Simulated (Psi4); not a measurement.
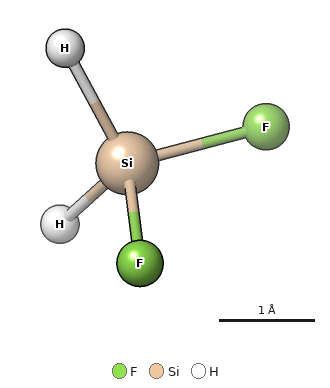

*The starting structure (ball-and-stick view, seen at a tilt).*

# Run report: SiH2F2, molecular dynamics (part 1 of 2)

The run: molecular dynamics of SiH2F2. Method and program: r2SCAN/cc-pVDZ, RKS, dispersion D4 (Psi4 1.11).

The geometry comes from this level: PBE0-D4/def2-TZVP.

Input file (f2h2si_ase.py)
```python
import numpy as np
from ase.calculators.psi4 import Psi4
from ase.io import read
from ase import units
from ase.md.velocitydistribution import MaxwellBoltzmannDistribution, Stationary
from ase.md.verlet import VelocityVerlet

atoms = read('f2h2si.xyz')
calc = Psi4(atoms=atoms, method='r2scan-d4', basis='cc-pVDZ', memory='1600MB', num_threads=1, charge=0, multiplicity=1, label='calc', reference='rks')
atoms.calc = calc

MaxwellBoltzmannDistribution(atoms, temperature_K=600.0, rng=np.random.default_rng(734))
Stationary(atoms)
dyn = VelocityVerlet(atoms, 0.5 * units.fs)
def show():
    ep, ek = atoms.get_potential_energy(), atoms.get_kinetic_energy()
    print(f'step {dyn.nsteps:3d}  Epot {ep:14.6f}  Ekin {ek:9.6f}  Etot {ep + ek:14.6f} eV  T {atoms.get_temperature():7.1f} K')
dyn.attach(show)
dyn.run(40)
```

File f2h2si.xyz
```
5
F2H2Si
F     -1.079010     0.538200     0.980720
Si    -0.005220    -0.000540    -0.054090
F      1.247630    -0.520590     0.766910
H     -0.590470    -1.138740    -0.786300
H      0.427070     1.121680    -0.907250
```

Run as:
```bash
python f2h2si_ase.py
```

The program's output
```
gradient() will perform analytic gradient computation.

   => Loading Basis Set <=

    Name: CC-PVDZ
    Role: ORBITAL
    Keyword: BASIS

   => R2SCAN-D4(BJ,EEQ)ATM: Empirical Dispersion <=

        a1 =       0.515592
        a2 =       5.773429
       alp =      16.000000
        s6 =       1.000000
        s8 =       0.601875
        s9 =       1.000000
        ga =       3.000000
        gc =       2.000000
        wf =       6.000000

         ---------------------------------------------------------
                                   SCF
                              RKS Reference
                        1 Threads,   1525 MiB Core
         ---------------------------------------------------------

  ==> Geometry <==

    Molecular point group: c1
    Full point group: C1

    Geometry (in Angstrom), charge = 0, multiplicity = 1:

       Center              X                  Y                   Z               Mass
    ------------   -----------------  -----------------  -----------------  -----------------
         F           -1.113081260532     0.662923371563     0.608377771891    18.998403162730
         SI          -0.105168387068    -0.114355725559    -0.557100764411    27.976926534650
         F            1.296286429279    -0.477020986580     0.348990067992    18.998403162730
         H           -0.774214319746    -1.352160638268    -1.076860814353     1.007825032230
         H            0.240076546447     1.022215741662    -1.505425748869     1.007825032230

  Running in c1 symmetry.

  Rotational constants: A =      0.65557  B =      0.23554  C =      0.18645 [cm^-1]
  Rotational constants: A =  19653.57495  B =   7061.41951  C =   5589.57012 [MHz]
  Nuclear repulsion =  110.989795497348837

  Charge       = 0
  Multiplicity = 1
  Electrons    = 34
  Nalpha       = 17
  Nbeta        = 17

  ==> Algorithm <==

  SCF Algorithm Type is DF.
  DIIS enabled.
  MOM disabled.
  Fractional occupation disabled.
  Guess Type is SAD.
  Energy threshold   = 1.00e-08
  Density threshold  = 1.00e-08
  Integral threshold = 1.00e-12

  ==> Primary Basis <==

  Basis Set: CC-PVDZ
    Blend: CC-PVDZ
    Number of shells: 26
    Number of basis functions: 56
    Number of Cartesian functions: 59
    Spherical Harmonics?: true
    Max angular momentum: 2

  ==> DFT Potential <==

   => LibXC <=

    Version 7.1.2

   => Composite Functional: R2SCAN-D4BJEEQATM <=

    r2SCAN Meta-GGA XC Functional  (0.1021/acs.jpclett.0c02405)

    Deriv               =              1
    GGA                 =           TRUE
    Meta                =           TRUE

    Exchange Hybrid     =          FALSE
    MP2 Hybrid          =          FALSE

   => Exchange Functionals <=

    1.0000   XC_MGGA_X_R2SCAN

   => Correlation Functionals <=

    1.0000   XC_MGGA_C_R2SCAN

   => LibXC Density Thresholds  <==

    XC_MGGA_C_R2SCAN:  1.00E-15
    XC_MGGA_X_R2SCAN:  1.00E-11

   => Molecular Quadrature <=

    Radial Scheme          =       TREUTLER
    Pruning Scheme         =           NONE
    Nuclear Scheme         =       TREUTLER

    Blocking Scheme        =         OCTREE
    BS radius alpha        =              1
    Pruning alpha          =              1
    Radial Points          =             75
    Spherical Points       =            302
    Total Points           =         109117
    Total Blocks           =            872
    Max Points             =            256
    Max Functions          =             56
    Weights Tolerance      =       1.00E-15

   => Loading Basis Set <=

    Name: (CC-PVDZ AUX)
    Role: JKFIT
    Keyword: DF_BASIS_SCF

  ==> Integral Setup <==

  DFHelper Memory: AOs need 0.008 GiB; user supplied 0.760 GiB.
  SCF_SUBTYPE=INCORE selected. In-core MEM_DF algorithm will be used.
  Using in-core AOs.

  ==> MemDFJK: Density-Fitted J/K Matrices <==

    J tasked:                   Yes
    K tasked:                    No
    wK tasked:                   No
    Memory [MiB]:               777
    Algorithm:                 Core
    Schwarz Cutoff:           1E-12
    Mask sparsity (%):       0.0000
    Fitting Condition:        1E-10

   => Auxiliary Basis Set <=

  Basis Set: (CC-PVDZ AUX)
    Blend: CC-PVDZ-JKFIT
    Number of shells: 102
    Number of basis functions: 298
    Number of Cartesian functions: 342
    Spherical Harmonics?: true
    Max angular momentum: 3

  Cached 100.0% of DFT collocation blocks in 0.358 [GiB].

  Minimum eigenvalue in the overlap matrix is 2.7874999381E-02.
  Reciprocal condition number of the overlap matrix is 8.2511603307E-03.
    Using symmetric orthogonalization.

  ==> Pre-Iterations <==

  SCF Guess: Superposition of Atomic Densities via on-the-fly atomic UHF (no occupation information).

   -------------------------
    Irrep   Nso     Nmo
   -------------------------
     A         56      56
   -------------------------
    Total      56      56
   -------------------------

  ==> Iterations <==

                           Total Energy        Delta E     RMS |[F,P]|

   @DF-RKS iter SAD:  -489.76719355143007   -4.89767e+02   0.00000e+00
   @DF-RKS iter   1:  -490.29292025132156   -5.25727e-01   8.46425e-03 ADIIS/DIIS
   @DF-RKS iter   2:  -490.10859190737585    1.84328e-01   1.56562e-02 ADIIS/DIIS
   @DF-RKS iter   3:  -490.36492690136663   -2.56335e-01   6.82180e-04 ADIIS/DIIS
   @DF-RKS iter   4:  -490.36583260383935   -9.05702e-04   1.77971e-04 ADIIS/DIIS
   @DF-RKS iter   5:  -490.36586735548235   -3.47516e-05   1.04923e-04 ADIIS/DIIS
   @DF-RKS iter   6:  -490.36587897365035   -1.16182e-05   2.42134e-05 DIIS
   @DF-RKS iter   7:  -490.36587975168464   -7.78034e-07   1.29366e-06 DIIS
   @DF-RKS iter   8:  -490.36587975626975   -4.58510e-09   2.95786e-07 DIIS
   @DF-RKS iter   9:  -490.36587975644210   -1.72349e-10   4.95332e-08 DIIS
   @DF-RKS iter  10:  -490.36587975644596   -3.86535e-12   1.03977e-08 DIIS
   @DF-RKS iter  11:  -490.36587975644619   -2.27374e-13   1.58883e-09 DIIS
  Energy and wave function converged.

  ==> Post-Iterations <==

   Electrons on quadrature grid:
      Ntotal   =   33.9999912890 ; deviation = -8.711e-06

    Orbital Energies [Eh]
    ---------------------

    Doubly Occupied:

       1A    -65.956410     2A    -24.496080     3A    -24.485840
       4A     -5.309464     5A     -3.654335     6A     -3.652202
       7A     -3.648843     8A     -1.131574     9A     -1.113382
      10A     -0.533112    11A     -0.425287    12A     -0.415804
      13A     -0.409575    14A     -0.364918    15A     -0.360574
      16A     -0.350067    17A     -0.323869

    Virtual:

      18A     -0.022148    19A      0.002460    20A      0.019671
      21A      0.103437    22A      0.246795    23A      0.256963
      24A      0.327373    25A      0.330866    26A      0.334395
      27A      0.387191    28A      0.433549    29A      0.470860
      30A      0.608936    31A      0.742012    32A      0.767255
      33A      1.166334    34A      1.191467    35A      1.208774
      36A      1.231348    37A      1.280217    38A      1.299322
      39A      1.381376    40A      1.461116    41A      1.520969
      42A      1.528626    43A      1.850522    44A      1.980925
      45A      2.115670    46A      2.235946    47A      3.547349
      48A      3.562006    49A      3.566248    50A      3.570606
      51A      3.579058    52A      3.623626    53A      3.633052
      54A      3.680075    55A      3.780841    56A      3.812181

    Final Occupation by Irrep:
              A
    DOCC [    17 ]
    NA   [    17 ]
    NB   [    17 ]

  @DF-RKS Final Energy:  -490.36587975644619

   => Energetics <=

    Nuclear Repulsion Energy =            110.9897954973488368
    One-Electron Energy =                -902.2104102964337926
    Two-Electron Energy =                 343.3502134660424190
    DFT Exchange-Correlation Energy =     -42.4950060628348041
    Empirical Dispersion Energy =          -0.0004723605688085
    VV10 Nonlocal Energy =                  0.0000000000000000
    Total Energy =                       -490.3658797564461906

Computation Completed

Properties will be evaluated at   0.000000,   0.000000,   0.000000 [a0]

Properties computed using the SCF density matrix

 Multipole Moments:

 ------------------------------------------------------------------------------------
     Multipole            Electronic (a.u.)      Nuclear  (a.u.)        Total (a.u.)
 ------------------------------------------------------------------------------------

 L = 1.  Multiply by 2.5417464519 to convert [e a0] to [Debye]
 Dipole X            :          0.5183030           -0.6758580           -0.1575550
 Dipole Y            :          0.1932413           -0.4871782           -0.2939369
 Dipole Z            :          2.4143221           -3.3360974           -0.9217753
 Magnitude           :                                                    0.9802511

 ------------------------------------------------------------------------------------

	total time  =         12 seconds =       0.20 minutes

         ------------------------------------------------------------
                                   SCF GRAD
         ------------------------------------------------------------

  ==> Geometry <==

    Molecular point group: c1
    Full point group: C1

    Geometry (in Angstrom), charge = 0, multiplicity = 1:

       Center              X                  Y                   Z               Mass
    ------------   -----------------  -----------------  -----------------  -----------------
         F           -1.113081260532     0.662923371563     0.608377771891    18.998403162730
         SI          -0.105168387068    -0.114355725559    -0.557100764411    27.976926534650
         F            1.296286429279    -0.477020986580     0.348990067992    18.998403162730
         H           -0.774214319746    -1.352160638268    -1.076860814353     1.007825032230
         H            0.240076546447     1.022215741662    -1.505425748869     1.007825032230

  Nuclear repulsion =  110.989795497348837

  ==> Basis Set <==

  Basis Set: CC-PVDZ
    Blend: CC-PVDZ
    Number of shells: 26
    Number of basis functions: 56
    Number of Cartesian functions: 59
    Spherical Harmonics?: true
    Max angular momentum: 2

  ==> DFJKGrad: Density-Fitted SCF Gradients <==

    Gradient:                    1
    J tasked:                  Yes
    K tasked:                   No
    wK tasked:                  No
    Integrals threads:           1
    Memory [MiB]:             1144
    Schwarz Cutoff:          1E-12
    Fitting Condition:       1E-10

   => Auxiliary Basis Set <=

  Basis Set: (CC-PVDZ AUX)
    Blend: CC-PVDZ-JKFIT
    Number of shells: 102
    Number of basis functions: 298
    Number of Cartesian functions: 342
    Spherical Harmonics?: true
    Max angular momentum: 3

  ==> DFT Potential <==

   => LibXC <=

    Version 7.1.2

   => Composite Functional: R2SCAN-D4BJEEQATM <=

    r2SCAN Meta-GGA XC Functional  (0.1021/acs.jpclett.0c02405)

    Deriv               =              1
    GGA                 =           TRUE
    Meta                =           TRUE

    Exchange Hybrid     =          FALSE
    MP2 Hybrid          =          FALSE

   => Exchange Functionals <=

    1.0000   XC_MGGA_X_R2SCAN

   => Correlation Functionals <=

    1.0000   XC_MGGA_C_R2SCAN

   => LibXC Density Thresholds  <==

    XC_MGGA_C_R2SCAN:  1.00E-15
    XC_MGGA_X_R2SCAN:  1.00E-11

   => Molecular Quadrature <=

    Radial Scheme          =       TREUTLER
    Pruning Scheme         =           NONE
    Nuclear Scheme         =       TREUTLER

    Blocking Scheme        =         OCTREE
    BS radius alpha        =              1
    Pruning alpha          =              1
    Radial Points          =             75
    Spherical Points       =            302
    Total Points           =         109117
    Total Blocks           =            872
    Max Points             =            256
    Max Functions          =             56
    Weights Tolerance      =       1.00E-15

  -Total Gradient:
     Atom            X                  Y                   Z
    ------   -----------------  -----------------  -----------------
       1       -0.020904190325     0.023892492131     0.030183200954
       2       -0.006424040593    -0.030935919203    -0.049266460282
       3        0.030244904964    -0.002531429775     0.023969814985
       4       -0.004586871320    -0.004571143315    -0.002621046388
       5        0.001563986666     0.013911681236    -0.002896573197

	total time  =          2 seconds =       0.03 minutes
```

Standard output
```
step   0  Epot  -13343.698538  Ekin  0.483099  Etot  -13343.215439 eV  T   747.5 K
step   1  Epot  -13343.709290  Ekin  0.493893  Etot  -13343.215398 eV  T   764.2 K
step   2  Epot  -13343.715170  Ekin  0.499861  Etot  -13343.215308 eV  T   773.4 K
step   3  Epot  -13343.716384  Ekin  0.501212  Etot  -13343.215172 eV  T   775.5 K
step   4  Epot  -13343.713391  Ekin  0.498401  Etot  -13343.214991 eV  T   771.2 K
step   5  Epot  -13343.706788  Ekin  0.492021  Etot  -13343.214766 eV  T   761.3 K
step   6  Epot  -13343.697212  Ekin  0.482710  Etot  -13343.214502 eV  T   746.9 K
step   7  Epot  -13343.685262  Ekin  0.471061  Etot  -13343.214202 eV  T   728.9 K
step   8  Epot  -13343.671456  Ekin  0.457584  Etot  -13343.213871 eV  T   708.0 K
step   9  Epot  -13343.656211  Ekin  0.442692  Etot  -13343.213518 eV  T   685.0 K
step  10  Epot  -13343.639855  Ekin  0.426708  Etot  -13343.213147 eV  T   660.2 K
step  11  Epot  -13343.622648  Ekin  0.409887  Etot  -13343.212761 eV  T   634.2 K
step  12  Epot  -13343.604804  Ekin  0.392439  Etot  -13343.212366 eV  T   607.2 K
step  13  Epot  -13343.586513  Ekin  0.374546  Etot  -13343.211967 eV  T   579.5 K
step  14  Epot  -13343.567946  Ekin  0.356378  Etot  -13343.211568 eV  T   551.4 K
step  15  Epot  -13343.549282  Ekin  0.338111  Etot  -13343.211171 eV  T   523.1 K
```
